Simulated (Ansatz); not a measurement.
```xyz
11

C     2.8688   -0.6427   -1.2697
C     1.8933   -0.1566   -0.7298
Zr    0.1411    0.6764    0.2261
Cl    0.5913    2.8396    0.9509
C    -0.4030   -0.5636    1.9126
C    -0.7112   -1.2762    2.8488
C    -1.4933    0.7029   -1.1903
C    -2.4117    0.6991   -1.9876
H     3.7244   -1.0705   -1.7434
H    -0.9816   -1.9028    3.6696
H    -3.2180    0.6944   -2.6872
```

Geometry: PBE0-D4/def2-TZVP; core potentials replace the inner electrons of Zr.

Computed with RKS PBE0-D4/def2-TZVPP (Ansatz 0.2.0).

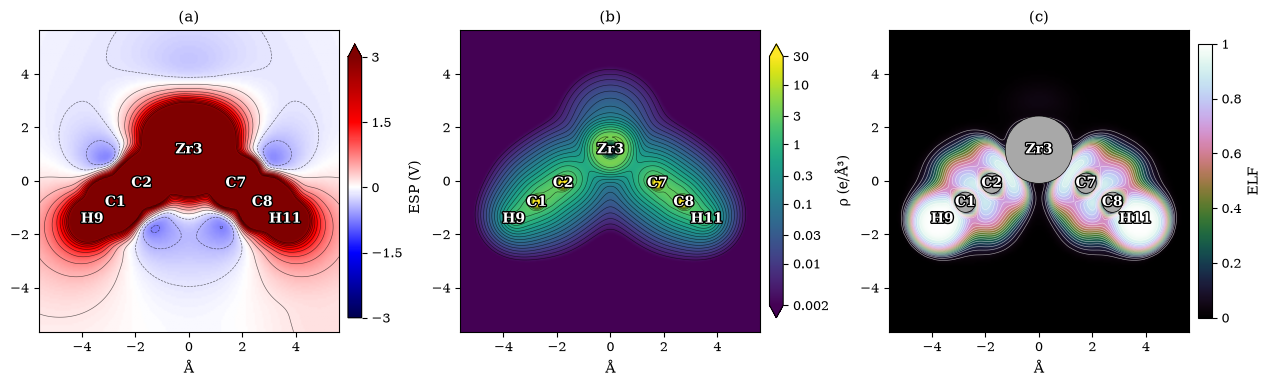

C6H3ClZr (SMILES C#[C][Zr]([Cl])([C]#C)[C]#C). (a) molecular electrostatic potential; (b) electron density; (c) electron localisation function on the plane of atoms C2, Zr3 and C7. Grey discs cover the atomic cores in the ELF map.

Interpret the plot.

Answer.
- The section cuts through C, Zr and H sites.
- C–C (1.22 Å): ρ is about 2.8 e/Å³ halfway; the ELF peaks at about 0.85 between the atoms (a multiple bond).
- C–Zr (2.16 Å): the density is about 0.71 e/Å³ at the midpoint; the ELF peaks at about 0.95 in the valence shell of C, 0.7 Å from its nucleus, and is about 0.40 at the midpoint.
- C–H (1.07 Å): ρ is about 2.1 e/Å³ halfway; the ELF climbs to about 1 towards the hydrogen, as it does in any bond to H; an ordinary covalent bond to hydrogen.
- Outside the dense part of the molecule the potential is most negative (−0.8 V) near C2 and C7.
